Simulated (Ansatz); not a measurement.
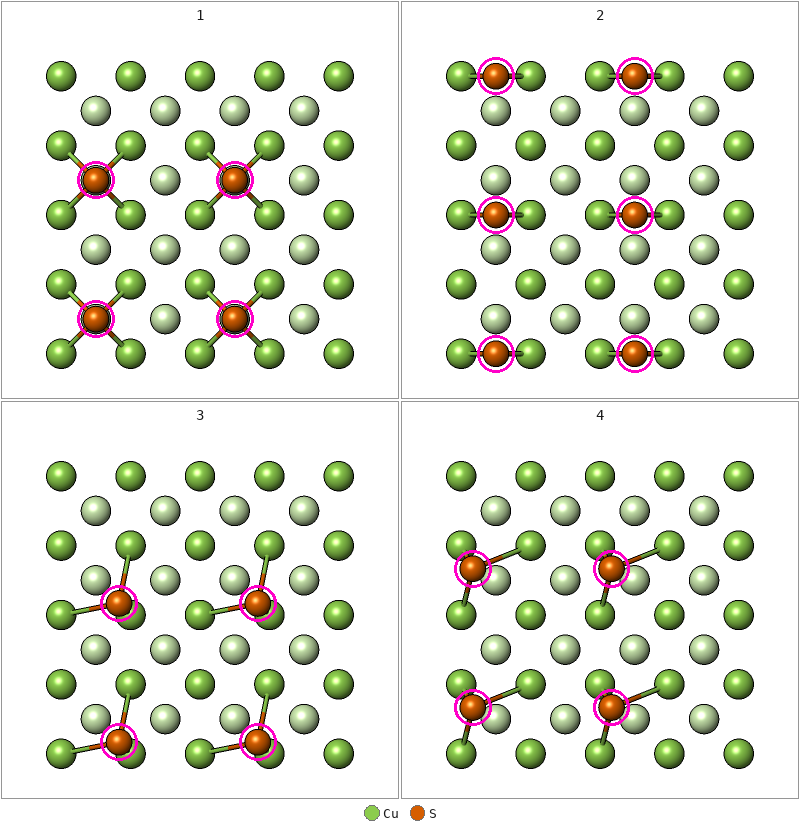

S on a Cu(100) slab cut from the Fm-3m phase, its upper half relaxed before the scan (12 atoms of substrate and one adsorbate in a 2 × 2 cell). S is moved over the surface cell; relaxed at each place: the height of the adsorbate's atoms; substrate rigid; the origin of the map has the adsorbate above Cu9. Places are given modulo a cell vector. The map is drawn in real space over the plane of the surface. The scan uses a 6 × 6 grid; 10 points were computed and 26 follow by symmetry. Places are given in fractions of the 1 × 1 surface cell. All energies are given in eV relative to the lowest grid point. Computed with DFT PBE, scalar-relativistic, plane waves, PAW (Ansatz 0.2.0). Settings: cutoff 420 eV, k-mesh 5×5×1, gaussian smearing 0.1 eV, no spin polarisation.

The numbered pictures are structures from this grid. Rings mark the moved atoms.

Q: Rank them by energy, lowest first.

A: 1, at a fourfold hollow over a second-layer Cu atom, (3/6, 3/6) of the cell vectors: 0.00 eV; 2, at a bridge site between two Cu atoms, (3/6, 0/6) of the cell vectors: 0.94 eV; 4, at (1/6, 4/6) of the cell vectors [nearest 1 Cu at 2.04 Å]: 1.18 eV; 3, at (5/6, 1/6) of the cell vectors [nearest 1 Cu at 2.04 Å]: 1.57 eV.

The map, with the structures marked:

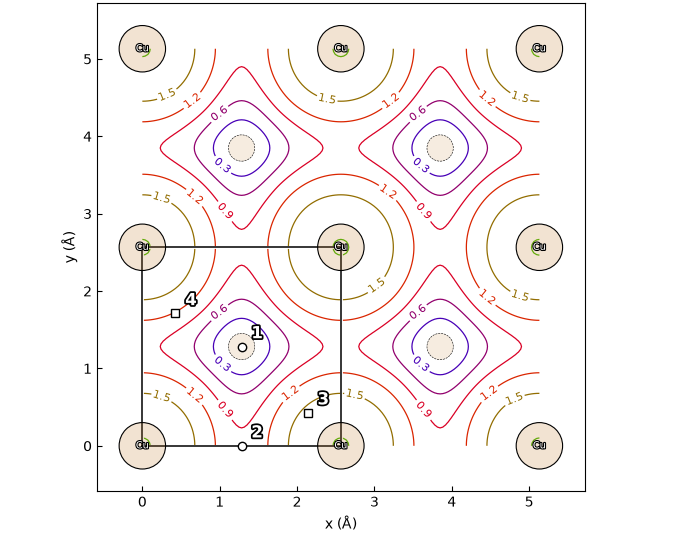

In the figure: contour lines labelled in eV, labelled circles for the atoms of the top layer and small ones for the second layer, the outline of one cell of the 2 × 2 shown. Between grid points the surface is interpolated.

PAW datasets: the set soft_1.
